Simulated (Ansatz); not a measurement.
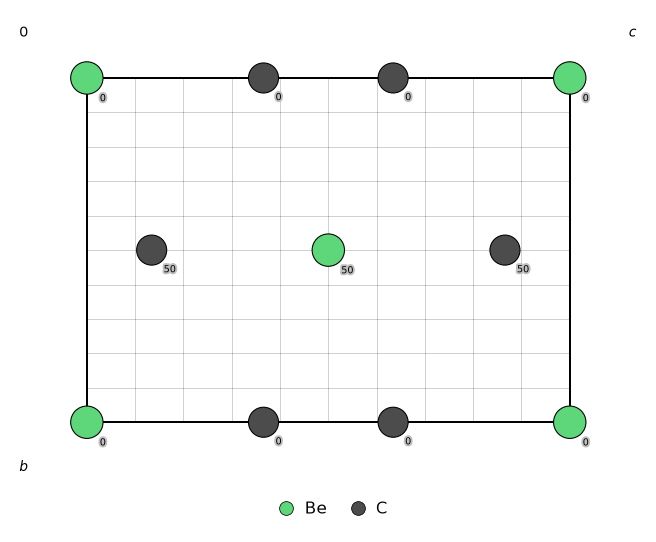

Plan of a unit cell projected along a (b down the page, c across); the numbers are heights in hundredths of a, and atoms on the cell's edges are repeated. The grid marks tenths of b and c. Source: the geometry relaxed (final pressure about 14 GPa) with Ansatz, DFT PBE, scalar-relativistic, plane waves, PAW; the starting structure was generated, so it need not be a known form of this composition. Symmetry computed with spglib at a tolerance of 0.002 Å; standard conventional cell.

a = 3.318 Å, b = 3.318 Å, c = 4.654 Å, α = 90.00°, β = 90.00°, γ = 90.00°.

What does the cell contain?

Answer. 2 Be, 4 C: BeC2, Z = 2.

Which space group?

Answer. No. 139, I4/mmm, body-centred tetragonal.

Give the independent sites, coordinates to two places.

Answer.
```csv
atom,site,symmetry,x,y,z
Be,2a,4/mmm,0.00,0.00,0.00
C,4e,4mm,0.00,0.00,0.63
```
